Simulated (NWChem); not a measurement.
**UCAM-B3LYP/pcseg-0 run of AlHBr (SMILES [AlH][Br])**

Aim: the vertical ionisation energy of AlHBr at UCAM-B3LYP/pcseg-0, from 2 runs. 

The results are computed with NWChem 7.3.0.

### Step 1. The structure to begin with

AlHBr: 3 atoms, total charge 0, spin state doublet. As SMILES, `[AlH][Br]`. Geometry: relaxed at PBE0-D4/def2-TZVP.

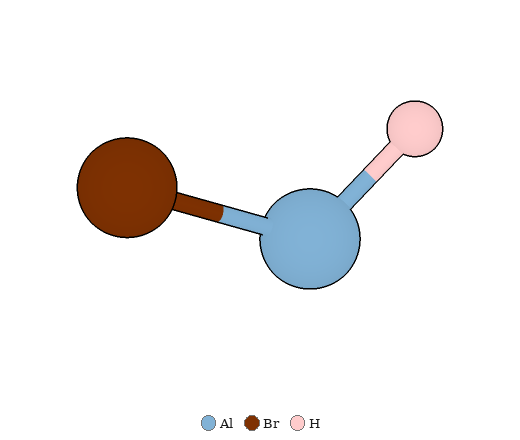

Viewed from a chosen angle; aluminium light blue, bromine brown, hydrogen pink.

### Step 2. The energy at UCAM-B3LYP/pcseg-0

Contents of albrh.nw:

```
start albrh
title "AlBrH CAM-B3LYP"
memory 2200 mb
charge 0

geometry units angstroms noautosym nocenter noautoz
   Al   -0.296700   -0.628000   -0.239100
   Br    1.584500    0.008600    0.871100
   H    -1.298900    0.554600   -0.645300
end

basis spherical bse
   * library pcseg-0
end

dft
   xc xcamb88 1.00 lyp 0.81 vwn_5 0.19 hfexch 1.00
   cam 0.33 cam_alpha 0.19 cam_beta 0.46
   mult 2
   grid fine
   convergence energy 1e-08
   direct
   iterations 100
   mulliken
   print low
end

task dft
```

Command:

```bash
$ nwchem albrh.nw > albrh.out
```

What it wrote:

```text
[...]
 d= 0,ls=0.0,diis     1  -2813.9109567054 -2.93D+03  1.34D-02  5.17D-02     0.8
[...]
 d= 0,ls=0.0,diis    11  -2813.9436612445 -2.85D-10  6.66D-07  9.19D-12     6.9
[...]
         Total DFT energy =    -2813.943661244528
      One electron energy =    -4147.572416244052
           Coulomb energy =     1328.278038092591
    Exchange-Corr. energy =     -110.373410220712
 Nuclear repulsion energy =      115.724127127645
[...]
      Total Density - Mulliken Population Analysis
     ---------------------------------------------
    Atom       Charge   Shell Charges
 -----------   ------   -------------------------------------------------------
    1 Al  13    12.41   2.00  2.00  0.99  0.31  5.74  0.60  0.77
    2 Br  35    35.38   2.00  2.00  1.99  1.11  0.89  5.99  5.83  1.77  3.80 10.00
    3 H    1     1.21   0.54  0.67
[...]
      <S2> =      0.7529 (Exact =     0.7500)
[...]
```

It took 7.5 s on 1 thread of Intel Xeon Platinum 8259CL at 2.50GHz (Skylake/Cascade Lake), shared host; peak memory 0.11 GiB.

### Step 3. The singlet cation at the same level

Contents of nw.nw:

```
echo
start nw
memory total 2200 mb
charge 1

geometry units angstroms noautosym nocenter noautoz
   Al    -0.296700    -0.628000    -0.239100
   Br     1.584500     0.008600     0.871100
   H     -1.298900     0.554600    -0.645300
end

basis spherical bse
   Al library pcseg-0
   Br library pcseg-0
   H library pcseg-0
end

dft
   xc xcamb88 1.00 lyp 0.81 vwn_5 0.19 hfexch 1.00
   cam 0.33 cam_alpha 0.19 cam_beta 0.46
   grid fine
   convergence energy 1e-08
   direct
   iterations 100
   mulliken
   print low
end

task dft energy
```

Command:

```bash
$ nwchem nw.nw > nw.out
```

What it wrote:

```text
[...]
 d= 0,ls=0.0,diis     1  -2813.3178747640 -2.93D+03  9.88D-02  2.67D+00     0.7
[...]
 d= 0,ls=0.0,diis    11  -2813.6312065246 -4.96D-09  1.93D-06  2.80D-10     5.4
         Total DFT energy =    -2813.631206524626
      One electron energy =    -4135.102902943042
           Coulomb energy =     1315.807372568340
    Exchange-Corr. energy =     -110.059803277569
 Nuclear repulsion energy =      115.724127127645
[...]
      Total Density - Mulliken Population Analysis
     ---------------------------------------------
    Atom       Charge   Shell Charges
 -----------   ------   -------------------------------------------------------
    1 Al  13    11.91   2.00  2.00  1.03  0.04  5.74  0.57  0.54
    2 Br  35    35.08   2.00  2.00  2.00  1.17  0.84  5.99  5.82  1.76  3.50 10.00
    3 H    1     1.01   0.50  0.51
[...]
```

Wall time 6 s (1 thread of Intel Xeon Platinum 8259CL at 2.50GHz (Skylake/Cascade Lake), shared host); peak memory 0.11 GiB.

### Step 4. What came out

Level: UCAM-B3LYP/pcseg-0.

| quantity | value |
| --- | --- |
| doublet AlHBr: total energy | -2813.94366 Eh |
| doublet AlHBr: ⟨S²⟩ | 0.753 |
| singlet cation: total energy | -2813.63121 Eh |
| vertical ionisation energy (to the singlet cation) | 8.502 eV |

Removing an electron at fixed nuclei costs 8.50 eV (820 kJ/mol). Only the singlet of the ionised species was computed; a triplet could lie lower. Mulliken charges (doublet AlHBr) run from -0.38 on Br2 to +0.59 on Al1.
